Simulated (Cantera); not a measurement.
Input: 1 mol TiCl4, a varied amount of H2O, 22 mol H2, equilibrated at 1798 K and 0.630 bar.

These are equilibrium values from Cantera (NASA tables, ideal gas, pure condensed phases), not measurements of a reactor. Candidate condensed phases: H2O, Ti, TiCl2, TiCl3, TiCl4, TiO, TiO2, Ti2O3, Ti3O5, Ti4O7; 23 gas species. Mutual solubility and eutectic melting of coexisting phases are not modelled. The tables' values for TiCl2 are old estimates; treat these amounts as uncertain. TiO: taken at fixed stoichiometry. Rates play no part.

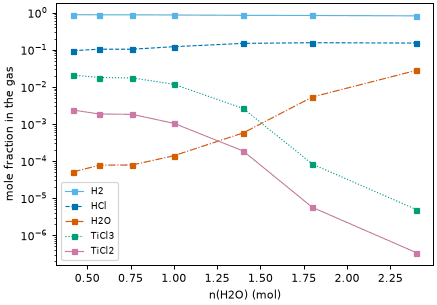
Equilibrium gas composition (values under 1e-9 drawn at 1e-9)

At 0.42 mol H2O the condensed part is TiO(s). At 0.57 mol H2O the condensed part is TiO(s) + Ti2O3(s). From 0.76 mol H2O to 1.4 mol H2O the condensed part is Ti2O3(s). From 1.8 mol H2O to 2.4 mol H2O the condensed part is Ti3O5(s). The main Ti-bearing gas is TiCl3 throughout. The share of Ti in condensed phases is highest at 2.4 mol H2O (100.0 %) and lowest at 0.42 mol H2O (41.9 %).
